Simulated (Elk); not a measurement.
Band structure of Pr (P6_3/mmc, 2 atoms in the cell).

```
CELL_PARAMETERS angstrom
      3.66551     0.00000     0.00000
     -1.83276     3.17443     0.00000
      0.00000     0.00000     5.95130
ATOMIC_POSITIONS crystal
  Pr 0.33333 0.66667 0.25000
  Pr 0.66667 0.33333 0.75000
```
Moments meant for the start (each program seeds them in its own way; μB, in the order of the atoms Pr Pr): 2.0 2.0.

Level of theory: PBE, all-electron FP-LAPW, Elk's shipped species files, APW+lo basis with extra local orbitals run with Elk.

Settings: xctype = 20; spinpol = true; rgkmax = 8; stype = 0; swidth = 0.00999582 Ha; ngridk = 8 8 5; reducebf = 0.7; gmaxvr = 14 1/bohr; nxlo = 2; lorbcnd = true; lmaxi = 2; nempty = 12 per atom; maxscl = 100; bfcmt = [[0.0, 0.0, -1.0], [0.0, 0.0, -1.0]].

The starting cell was generated: these elements placed on a structure prototype, without a prior relaxation; it need not be a known phase or ordering of this composition. Its lattice was rescaled by a random factor within 2.5 % of one. Spin-orbit coupling is off. The magnetic order is the one reached from the typed start; others were not searched systematically. With U or open f shells several self-consistent states can exist. The f electrons are in the valence without U or exact exchange, which can misplace them near the Fermi level. Spin-orbit terms, which matter for f shells, are left out. Values depend on the basis (sphere radii, cutoffs, local orbitals), which need not be converged.

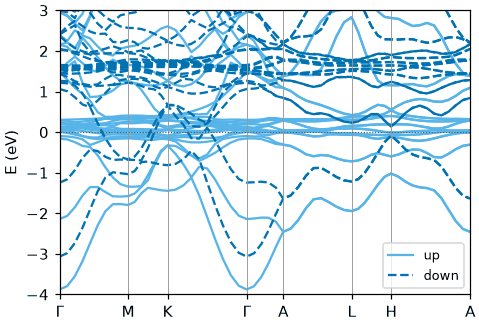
Figure: Bands along the path, energies from the Fermi level.

Levels in eV from the Fermi level, bands 12 to 19 of the first spin channel:
```tsv
point	12	13	14	15	16	17	18	19
Γ	-0.10	0.01	0.03	0.06	0.07	0.07	0.12	0.12
M	-0.16	-0.12	-0.06	-0.03	0.03	0.06	0.08	0.22
K	-0.17	-0.16	-0.13	-0.10	-0.09	0.05	0.06	0.07
A	-0.31	-0.01	0.00	0.00	0.01	0.04	0.04	0.28
L	-0.72	-0.07	-0.06	-0.04	-0.03	0.09	0.09	0.15
H	-0.60	-0.12	-0.12	-0.07	-0.07	-0.01	-0.01	0.18
```

Bands cross the Fermi level along this path, so the cell is metallic at this level.

The net moment of the cell came out as 5.80 μB.
